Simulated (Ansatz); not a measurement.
**GaNHCl (triplet): from Hartree-Fock to the top rungs at a displaced geometry (v1), cc-pVDZ**

How much of the correlation energy of GaNHCl (triplet) does each wave-function method recover here?

Computed with Ansatz 0.2.0, Gaussian basis. Level: cc-pVDZ, core rule «outside noble gas», up to 20 orbitals frozen.

To be run: UHF; CCSD(T) on ROHF; CCSD(T) on UHF; BCCD(T) on ROHF; CISD as a restricted active space (open shells left free, so some higher excitations enter); CCSDT(Q) on ROHF; CCSDT(Q) on UHF.

24 further runs of the same task are left out: 6 for a known fault of the program, 4 that didn't finish, 14 set aside as unsound or not needed. Runs told in other sessions of the task aren't counted.

### Step 1. The geometry

The geometry is a PBE0/def2-TZVP stationary point (not a proven minimum) with its atoms shifted at random (size 0.040 Å). No spin-orbit coupling is included. The filled d shell of Ga may be among the frozen orbitals whatever the setting's name suggests.

4 atoms, charge 0, spin multiplicity 3.

Atoms are counted from 1 here; the program's logs count them from 0.

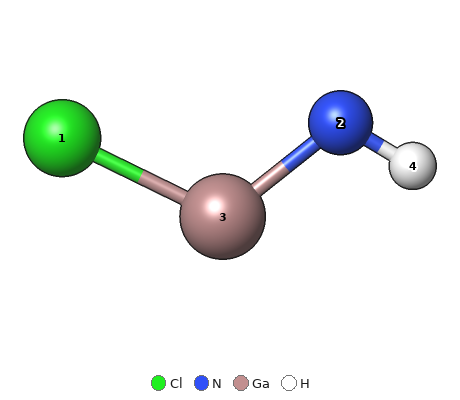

The geometry (chlorine green, nitrogen blue, gallium pink, hydrogen white); atoms are numbered from 1 in the order of the file.

In the tables R marks a restricted open-shell determinant and U an unrestricted one; energies count from the table's Hartree-Fock row.

### Step 2. UHF

in.yaml

```yaml
crystal:
  periodic: [false, false, false]
  atoms:
    - {symbol: Cl, position_ang: [-0.026777, 0.311520, 1.650725]}
    - {symbol: N, position_ang: [-0.027610, 0.994155, -1.734838]}
    - {symbol: Ga, position_ang: [0.020354, -0.366527, -0.451936]}
    - {symbol: H, position_ang: [-0.082423, 0.581595, -2.692061]}
basis:
  gaussian: {orbitals: cc-pVDZ}
magnetization: {spin_polarized: true, initial_magnetization: 2}
hamiltonian: {xc: hf}
output: {orbitals: {seedname: orbitals}}
```

Launch:

```console
> ansatz run in.yaml --threads 1 --pin off --events-out ev --progress --plain --max-ram 2393MiB
```

What it wrote:

```text
Functional definition: HF
  name "HF"
  cite "Fock, Z. Phys. 61, 126 (1930) doi:10.1007/BF01340294"
  parent pbe
  exchange = exact_x
  correlation = 0
699 factors; integrals over basis functions are off by at most 1.5e-3 eV
mean field evaluation 1: about -66332.9475 eV, gradient 1.5e1 eV
mean field evaluation 2: about -66332.9773 eV, gradient 1.5e1 eV
mean field evaluation 4: about -66334.6204 eV, gradient 2.2e0 eV
mean field evaluation 8: about -66334.7100 eV, gradient 1.5e-1 eV
mean field evaluation 16: about -66333.9229 eV, gradient 5.7e0 eV
mean field evaluation 32: about -66333.4878 eV, gradient 6.7e-1 eV
mean field evaluation 64: about -66333.4364 eV, gradient 6.5e-1 eV
mean field -66334.71087693 eV, -2437.7556614450 hartree, gradient 4.4e-5 eV, S^2 2.031781; 0 other end points of the search recorded, 0 dependent functions left out
reference -66334.71087693 eV, -2437.7556614450 hartree; 29, 27 occupied and 35, 37 virtual orbitals, 699 factors
Total energy: -66334.71087693 eV, -2437.7556614450 hartree
```

Run time: 2.3 s. Hardware: 1 thread of Arm Neoverse V2, shared host.

From the report: ⟨S²⟩ of the determinant 2.032 (pure triplet: 2.00).

### Step 3. CCSD(T) on ROHF

in.yaml: that of step 2 with these lines changed.

```diff
@@ -9,4 +9,4 @@
   gaussian: {orbitals: cc-pVDZ}
-magnetization: {spin_polarized: true, initial_magnetization: 2}
-hamiltonian: {xc: hf}
-output: {orbitals: {seedname: orbitals}}
+magnetization: {spin_polarized: false, initial_magnetization: 2}
+correlation: {method: ccsd_t, electrons: outside_noble_gas}
+output: {forces: true}
```

Same command.

What it wrote, cut to the lines that bear on the results:

```text
Functional definition: HF
  name "HF"
  cite "Fock, Z. Phys. 61, 126 (1930) doi:10.1007/BF01340294"
  parent pbe
[...]
699 factors; integrals over basis functions are off by at most 1.5e-3 eV
[...]
mean field -66334.48678328 eV, -2437.7474261555 hartree, gradient 1.9e-6 eV, S^2 2.000000; 7 other end points of the search recorded, 0 dependent functions left out
[...]
determinant -66334.48678328 eV, -2437.7474261555 hartree, with singles and doubles -66343.96876590 eV, -2438.0958825897 hartree
determinant -66333.32076008 eV, -2437.7045755931 hartree, with singles and doubles -66342.72924681 eV, -2438.0503311031 hartree
20 core orbitals not correlated: weight in the atoms' cores, before any rotation towards them, 0.945 or more for the frozen orbitals, at most 0.054 for the correlated occupied ones
reference -66334.48678328 eV, -2437.7474261555 hartree; 9, 7 occupied and 35, 37 virtual orbitals, 699 factors
second order -8.50144032 eV of doubles, -0.10728664 eV of singles
cycle   1  -9.48351671 eV  change   -1.5e-3 eV  update   1.8e-3
[...]
cycle  14  -9.48498891 eV  change   -7.0e-9 eV  update   2.7e-7
perturbative correction -0.24370444 eV, -0.0089559729 hartree
[...]
Total energy: -66344.21547663 eV, -2438.1049490417 hartree
Atom 0 at    -0.026777     0.311520     1.650725 Å, force     0.003207    -0.011527    -0.116068 eV/Å
Atom 1 at    -0.027610     0.994155    -1.734838 Å, force    -0.050162     1.103853    -1.148305 eV/Å
Atom 2 at     0.020354    -0.366527    -0.451936 Å, force     0.039366    -1.155406     1.201620 eV/Å
Atom 3 at    -0.082423     0.581595    -2.692061 Å, force     0.007588     0.063081     0.062754 eV/Å
Dipole moment:    -0.000307    -0.302869    -0.610080 e Å
```

Run time: 14 s. Hardware: 1 thread of Arm Neoverse V2, shared host.

From the report: correlation -9.7287 eV; T1 0.028; largest double amplitude 0.04.

### Step 4. CCSD(T) on UHF

in.yaml: that of step 3 with these lines changed.

```diff
@@ -9,3 +9,3 @@
   gaussian: {orbitals: cc-pVDZ}
-magnetization: {spin_polarized: false, initial_magnetization: 2}
+magnetization: {spin_polarized: true, initial_magnetization: 2}
 correlation: {method: ccsd_t, electrons: outside_noble_gas}
```

Launched as before.

What it wrote, cut to the lines that bear on the results:

```text
Functional definition: HF
  name "HF"
  cite "Fock, Z. Phys. 61, 126 (1930) doi:10.1007/BF01340294"
  parent pbe
[...]
699 factors; integrals over basis functions are off by at most 1.5e-3 eV
[...]
mean field -66334.71087693 eV, -2437.7556614450 hartree, gradient 2.6e-6 eV, S^2 2.031781; 4 other end points of the search recorded, 0 dependent functions left out
determinant -66334.71087693 eV, -2437.7556614450 hartree, with singles and doubles -66343.98544084 eV, -2438.0964953823 hartree
determinant -66333.45822841 eV, -2437.7096274610 hartree, with singles and doubles -66342.73995930 eV, -2438.0507247800 hartree
20 core orbitals not correlated: weight in the atoms' cores, before any rotation towards them, 0.913 or more for the frozen orbitals, at most 0.086 for the correlated occupied ones
reference -66334.71087693 eV, -2437.7556614450 hartree; 9, 7 occupied and 35, 37 virtual orbitals, 699 factors
second order -8.38012437 eV of doubles, -0.00000000 eV of singles
cycle   1  -9.27516866 eV  change   -6.0e-4 eV  update   1.1e-3
[...]
cycle  13  -9.27571319 eV  change    1.0e-7 eV  update   4.7e-7
perturbative correction -0.23433493 eV, -0.0086116497 hartree
[...]
Total energy: -66344.22092504 eV, -2438.1051492671 hartree
Atom 0 at    -0.026777     0.311520     1.650725 Å, force     0.003176    -0.011504    -0.117492 eV/Å
Atom 1 at    -0.027610     0.994155    -1.734838 Å, force    -0.050032     1.102117    -1.146037 eV/Å
Atom 2 at     0.020354    -0.366527    -0.451936 Å, force     0.039336    -1.153609     1.200410 eV/Å
Atom 3 at    -0.082423     0.581595    -2.692061 Å, force     0.007520     0.062996     0.063118 eV/Å
Dipole moment:    -0.000256    -0.304642    -0.610261 e Å
```

Run time: 12 s. Hardware: 1 thread of Arm Neoverse V2, shared host.

From the report: ⟨S²⟩ of the determinant 2.032 (pure triplet: 2.00); correlation -9.5100 eV; T1 0.019; largest double amplitude 0.03.

### Step 5. BCCD(T) on ROHF

in.yaml: that of step 4 with these lines changed.

```diff
@@ -9,4 +9,3 @@
   gaussian: {orbitals: cc-pVDZ}
-magnetization: {spin_polarized: true, initial_magnetization: 2}
-correlation: {method: ccsd_t, electrons: outside_noble_gas}
-output: {forces: true}
+magnetization: {spin_polarized: false, initial_magnetization: 2}
+correlation: {method: bccd_t, electrons: outside_noble_gas}
```

Same command.

What it wrote, cut to the lines that bear on the results:

```text
Functional definition: HF
  name "HF"
  cite "Fock, Z. Phys. 61, 126 (1930) doi:10.1007/BF01340294"
  parent pbe
[...]
699 factors; integrals over basis functions are off by at most 1.5e-3 eV
[...]
mean field -66334.48678328 eV, -2437.7474261555 hartree, gradient 1.9e-6 eV, S^2 2.000000; 7 other end points of the search recorded, 0 dependent functions left out
[...]
determinant -66334.48678328 eV, -2437.7474261555 hartree, with singles and doubles -66343.96876590 eV, -2438.0958825897 hartree
determinant -66333.32076008 eV, -2437.7045755931 hartree, with singles and doubles -66342.72924681 eV, -2438.0503311031 hartree
20 core orbitals not correlated: weight in the atoms' cores, before any rotation towards them, 0.945 or more for the frozen orbitals, at most 0.054 for the correlated occupied ones
reference -66334.48678328 eV, -2437.7474261555 hartree; 9, 7 occupied and 35, 37 virtual orbitals, 699 factors
second order -8.50144032 eV of doubles, -0.10728664 eV of singles
cycle   1  -9.47433803 eV  change    7.6e-3 eV  update   1.4e-2
[...]
cycle  13  -9.47512536 eV  change    1.1e-6 eV  update   8.6e-6
perturbative correction -0.25379120 eV, -0.0093266547 hartree
Total energy: -66344.21569984 eV, -2438.1049572447 hartree
```

Run time: 8.5 s. Hardware: 1 thread of Arm Neoverse V2, shared host.

From the report: correlation -9.7289 eV; largest double amplitude 0.04.

### Step 6. CISD as a restricted active space (open shells left free, so some higher excitations enter)

in.yaml: that of step 5 with these lines changed.

```diff
@@ -10,2 +10,2 @@
 magnetization: {spin_polarized: false, initial_magnetization: 2}
-correlation: {method: bccd_t, electrons: outside_noble_gas}
+correlation: {active_space: {ras: {orbitals: [7, 2, 35], electrons: 16, max_holes: 2, max_particles: 2}, fixed_orbitals: true}}
```

The command is unchanged.

What it wrote:

```text
Functional definition: HF
  name "HF"
  cite "Fock, Z. Phys. 61, 126 (1930) doi:10.1007/BF01340294"
  parent pbe
  exchange = exact_x
  correlation = 0
699 factors; integrals over basis functions are off by at most 1.5e-3 eV
mean field evaluation 1: about -66332.9830 eV, gradient 1.8e1 eV
mean field evaluation 2: about -66333.0104 eV, gradient 1.8e1 eV
mean field evaluation 4: about -66334.4024 eV, gradient 3.3e0 eV
mean field evaluation 8: about -66334.4796 eV, gradient 5.5e-1 eV
mean field evaluation 16: about -66334.4868 eV, gradient 1.9e-6 eV
mean field evaluation 32: about -66334.4846 eV, gradient 3.7e-1 eV
mean field -66334.48678328 eV, -2437.7474261555 hartree, gradient 1.9e-6 eV, S^2 2.000000; 6 other end points of the search recorded, 0 dependent functions left out
reference -66334.48678328 eV, -2437.7474261555 hartree; 29, 27 occupied and 35, 37 virtual orbitals, 699 factors
state -66342.95692993 eV, -2438.0586983037 hartree
Total energy: -66342.95692993 eV, -2438.0586983037 hartree
```

Run time: 8.5 s. Hardware: 1 thread of Arm Neoverse V2, shared host.

From the report: 514,476 determinants.

### Step 7. CCSDT(Q) on ROHF

in.yaml: that of step 6 with these lines changed.

```diff
@@ -10,2 +10,2 @@
 magnetization: {spin_polarized: false, initial_magnetization: 2}
-correlation: {active_space: {ras: {orbitals: [7, 2, 35], electrons: 16, max_holes: 2, max_particles: 2}, fixed_orbitals: true}}
+correlation: {method: ccsdt_q, electrons: outside_noble_gas}
```

Launched as before.

What it wrote, cut to the lines that bear on the results:

```text
Functional definition: HF
  name "HF"
  cite "Fock, Z. Phys. 61, 126 (1930) doi:10.1007/BF01340294"
  parent pbe
[...]
1270 factors; integrals over basis functions are off by at most 1.5e-7 eV
[...]
mean field -66334.48712474 eV, -2437.7474387039 hartree, gradient 2.1e-6 eV, S^2 2.000000; 7 other end points of the search recorded, 0 dependent functions left out
[...]
determinant -66334.48712474 eV, -2437.7474387039 hartree, with singles and doubles -66343.96912015 eV, -2438.0958956079 hartree
determinant -66333.32110492 eV, -2437.7045882659 hartree, with singles and doubles -66342.72960472 eV, -2438.0503442563 hartree
20 core orbitals not correlated: weight in the atoms' cores, before any rotation towards them, 0.945 or more for the frozen orbitals, at most 0.054 for the correlated occupied ones
reference -66334.48712474 eV, -2437.7474387039 hartree; 9, 7 occupied and 35, 37 virtual orbitals, 1270 factors
second order -8.50145951 eV of doubles, -0.10728602 eV of singles
cycle   1  -9.16504658 eV  change   -5.5e-1 eV  update   9.0e-2
[...]
cycle  23  -9.75918526 eV  change    1.4e-7 eV  update   2.0e-6
perturbative correction -0.02285614 eV, -0.0008399476 hartree
Total energy: -66344.26916613 eV, -2438.1069220946 hartree
```

Wall time 3.6 min (1 thread of Arm Neoverse V2, shared host); peak memory 1.4 GiB.

From the report: correlation -9.7820 eV; T1 0.030; largest double amplitude 0.05.

### Step 8. CCSDT(Q) on UHF

in.yaml: that of step 7 with these lines changed.

```diff
@@ -9,3 +9,3 @@
   gaussian: {orbitals: cc-pVDZ}
-magnetization: {spin_polarized: false, initial_magnetization: 2}
+magnetization: {spin_polarized: true, initial_magnetization: 2}
 correlation: {method: ccsdt_q, electrons: outside_noble_gas}
```

Launched as before.

What it wrote, cut to the lines that bear on the results:

```text
Functional definition: HF
  name "HF"
  cite "Fock, Z. Phys. 61, 126 (1930) doi:10.1007/BF01340294"
  parent pbe
[...]
1270 factors; integrals over basis functions are off by at most 1.5e-7 eV
[...]
mean field -66334.71121714 eV, -2437.7556739477 hartree, gradient 3.1e-6 eV, S^2 2.031781; 4 other end points of the search recorded, 0 dependent functions left out
determinant -66334.71121714 eV, -2437.7556739477 hartree, with singles and doubles -66343.98579489 eV, -2438.0965083937 hartree
determinant -66333.45857350 eV, -2437.7096401429 hartree, with singles and doubles -66342.74031758 eV, -2438.0507379467 hartree
20 core orbitals not correlated: weight in the atoms' cores, before any rotation towards them, 0.913 or more for the frozen orbitals, at most 0.086 for the correlated occupied ones
reference -66334.71121714 eV, -2437.7556739477 hartree; 9, 7 occupied and 35, 37 virtual orbitals, 1270 factors
second order -8.38014441 eV of doubles, -0.00000000 eV of singles
cycle   1  -8.96583082 eV  change   -5.9e-1 eV  update   8.6e-2
[...]
cycle  23  -9.54150396 eV  change    7.2e-7 eV  update   1.7e-6
perturbative correction -0.02443662 eV, -0.0008980291 hartree
Total energy: -66344.27715772 eV, -2438.1072157800 hartree
```

It took 3.1 min on 1 thread of Arm Neoverse V2, shared host; peak memory 1.1 GiB.

From the report: ⟨S²⟩ of the determinant 2.032 (pure triplet: 2.00); correlation -9.5659 eV; T1 0.021; largest double amplitude 0.04.

### Step 9. All levels against the top one

The yardstick is UCCSDT(Q), where the cluster series has nearly closed. Rows without a time are mean-field rows or come out of runs for another level: lower rungs of the coupled-cluster runs, or the Hartree-Fock search. The times of RCCSD(T), UCCSD(T) include forces.

Differences are taken before rounding.

```csv
method,energy from the lowest ROHF (meV),from UCCSDT(Q) (meV),time
ROHF,0.0,+9790.4,
UHF,-224.1,+9566.3,
RMP2,-8608.7,+1181.6,
UMP2,-8604.2,+1186.2,
RCCSD,-9485.0,+305.4,
UCCSD,-9499.8,+290.6,
RCCSD(T),-9728.7,+61.7,14 s
UCCSD(T),-9734.1,+56.2,12 s
BCCD(T),-9728.9,+61.5,8.5 s
RCCSDT,-9759.5,+30.8,
UCCSDT,-9765.9,+24.4,
RCCSDT(Q),-9782.4,+8.0,3.6 min
UCCSDT(Q),-9790.4,0,3.1 min
```

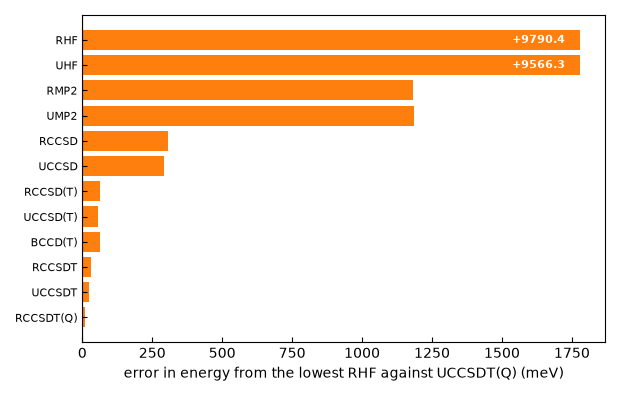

Error of each method against UCCSDT(Q). Bars with a number in them are cut short.

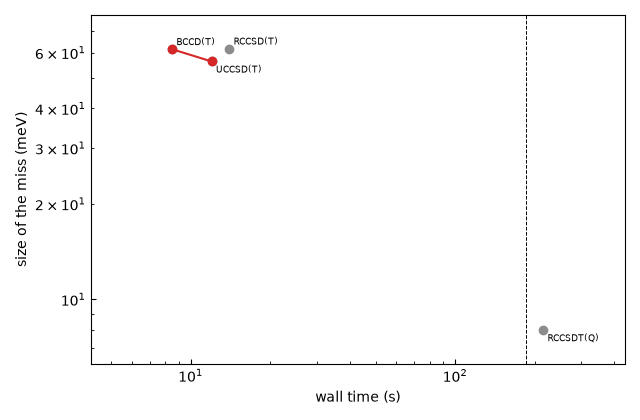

Accuracy for the time spent; red marks the levels that beat every quicker one drawn (of those quicker than the yardstick), and the dashed line is the time of UCCSDT(Q). Times are from a shared host.

Not comparable, so not listed: CISD as a restricted active space (open shells left free, so some higher excitations enter) (they don't share determinant, frozen orbitals or solution with the rows shown, or repeat one).

### Step 10. What came out

| quantity | value |
| --- | --- |
| UCCSDT(Q) from the ROHF energy | -9.7904 eV |
| RMP2 from UCCSDT(Q) | +1181.6 meV |
| UMP2 from UCCSDT(Q) | +1186.2 meV |
| RCCSD from UCCSDT(Q) | +305.4 meV |
| RCCSD(T) from UCCSDT(Q) | +61.7 meV |
| UCCSD(T) from UCCSDT(Q) | +56.2 meV |
| RCCSDT(Q) from UCCSDT(Q) | +8.0 meV |
| levels within 1 kcal/mol (43 meV) | RCCSDT, UCCSDT, RCCSDT(Q) |
| T1 diagnostic | 0.028 |

What this shows: RCCSD(T) lands +61.7 meV from the yardstick (0.6 % of the correlation energy). These misses are within one basis, not against nature; the frozen cores of restricted and unrestricted runs differ, which can shift their rows.

For cost: UCCSD(T) gets within 56.2 meV in 12 s, where UCCSDT(Q) took 3.1 min; the quickest level in the cost chart, BCCD(T), takes 8.5 s and misses by 61.5 meV.
